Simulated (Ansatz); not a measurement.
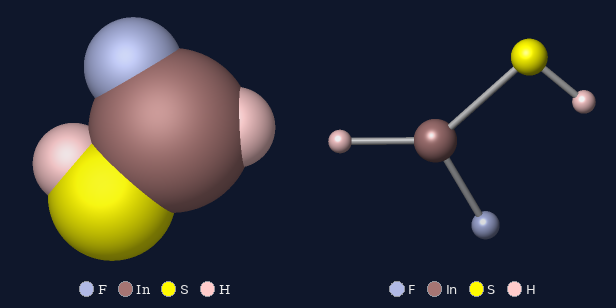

Both panels show the same species.

The geometry was computed by an optimisation with PBE0-D4/def2-TZVP.

Identify the structure.

It has 5 atoms: 1 fluorine, 2 hydrogen, 1 indium and 1 sulfur (FH₂InS). As SMILES it reads `[F][InH][SH]`. This geometry has Cs symmetry. All atoms lie on one plane. Coordination: 1 In trigonal planar; 1 S bent.

More results for the same structure follow; atom numbers are the same in all pictures, views and colours differ.

**Electronic properties**

Method: RKS PBE0-D4/def2-SVP, core potentials on In (Ansatz 0.2.0).

Predict the main results.

- HOMO energy (Kohn–Sham orbital): −7.75 eV
- LUMO energy (Kohn–Sham orbital): −1.40 eV
- HOMO–LUMO gap: 6.35 eV

**Charges**

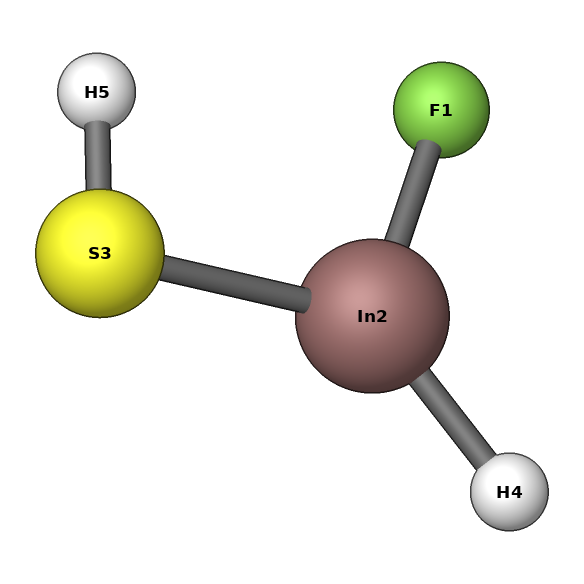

The questions are on Mulliken charges. Properties computed with RKS r2SCAN-D4/def2-TZVPP, core potentials on In (Ansatz 0.2.0).

**Which atom carries the highest charge (most positive or least negative)?**

In2 (0.81 e).

**And the lowest?**

F1 (−0.49 e).

Give the Mulliken charges atom by atom.

```tsv
atom	value (e)
F1	−0.49
In2	0.81
S3	−0.36
H4	−0.08
H5	0.13
```

**Dipole moment**

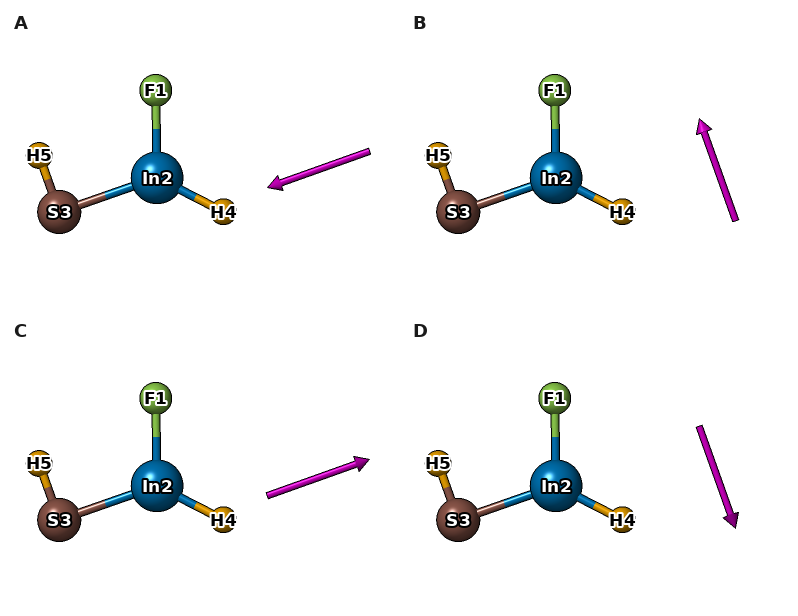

The same molecule four times, each with an arrow. Level of theory: RKS PBE-D4/def2-TZVPP, core potentials on In (Ansatz 0.2.0).

**Which arrow points along the dipole moment, from the negative to the positive end?**

D. The dipole moment is 1.92 D; it points from the side of F1 to the side of H4 (the outermost atoms at the two ends).

**Thermal motion**

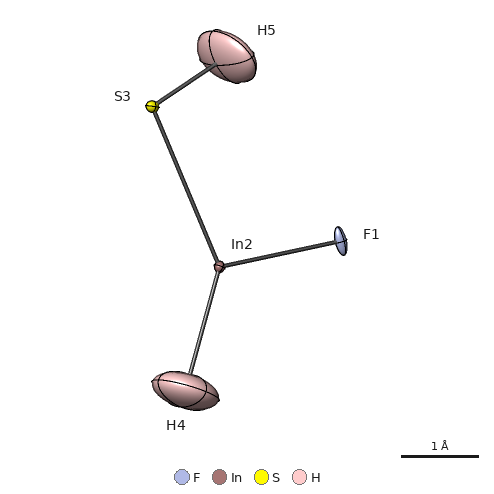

Displacement ellipsoids at the 50 % level, enlarged 1.5 times, from the internal vibrations of the free molecule (harmonic, no overall translation or rotation; no half-axis is drawn under 0.075 Å). Vibrations computed with RKS PBE0-D4/def2-TZVP, core potentials on In (Ansatz 0.2.0). Temperature: 100 K.

**Which atom moves most?**

H5, with U_eq = 0.0320 Å².

**Does H5 move more along its bond or across it?**

Across it: the root-mean-square amplitude is 0.087 Å along the bond and up to 0.242 Å across, since bending and torsion are softer than stretching.

Give the displacement parameters, one line for each set of equivalent atoms.

```
atom  U_eq (Å²)   rms amplitudes (Å)
  F1     0.0028  0.012, 0.036, 0.083
 In2    0.00015  0.004, 0.009, 0.018
  S3    0.00095  0.010, 0.031, 0.042
  H4     0.0287  0.095, 0.195, 0.198
  H5     0.0320  0.085, 0.173, 0.242
```

Mulliken values depend strongly on the basis set and can even reverse the polarity of a bond.
